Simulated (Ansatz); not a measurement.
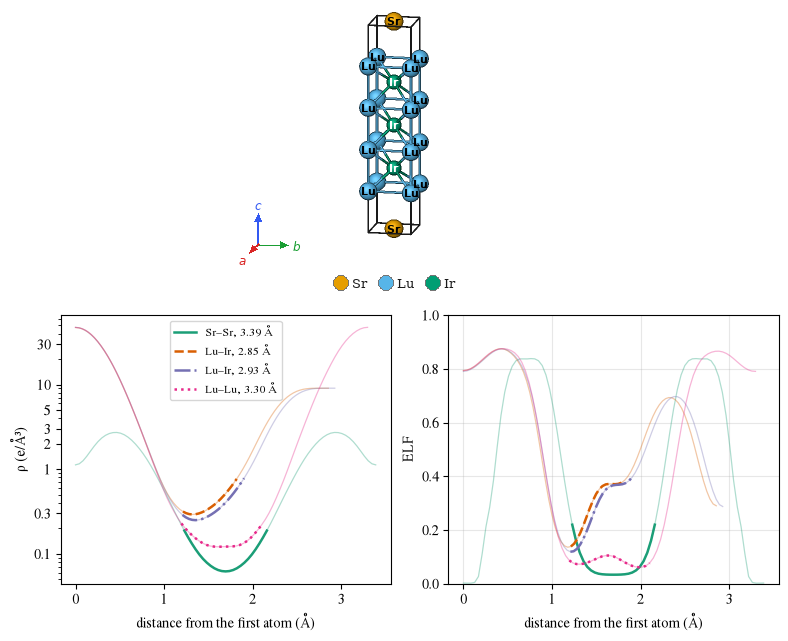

SrLu4Ir3. Valence pseudo-density and electron localisation function along straight lines between neighbouring atoms. Thin, pale parts lie inside the atomic spheres. The structure is drawn too.

Space group P4/mmm; a structure from a database of computed crystals, not necessarily the ambient phase; a generated structure, not necessarily the stable one; computed without spin polarisation.

All numbers below come from DFT PBE, scalar-relativistic, plane waves, PAW in Ansatz.

The density is the valence pseudo-density of a PAW calculation; it isn't the true density close to the nuclei.

Question: What can be read from the curves?

Answer: Sr–Sr (3.39 Å): ρ is about 0.06 e/Å³ halfway; the ELF is about 0.05 at the midpoint; no shared electron pair shows on this line.
Lu–Ir (2.85 Å): ρ is about 0.31 e/Å³ halfway; the ELF is about 0.30 at the midpoint: no localised pair shows between them.
Lu–Ir (2.93 Å): ρ at the midpoint is about 0.27 e/Å³; the ELF is about 0.25 at the midpoint; no shared electron pair shows on this line.
Lu–Lu (3.30 Å): the density is about 0.12 e/Å³ at the midpoint; the ELF is about 0.10 at the midpoint; no shared electron pair shows on this line.
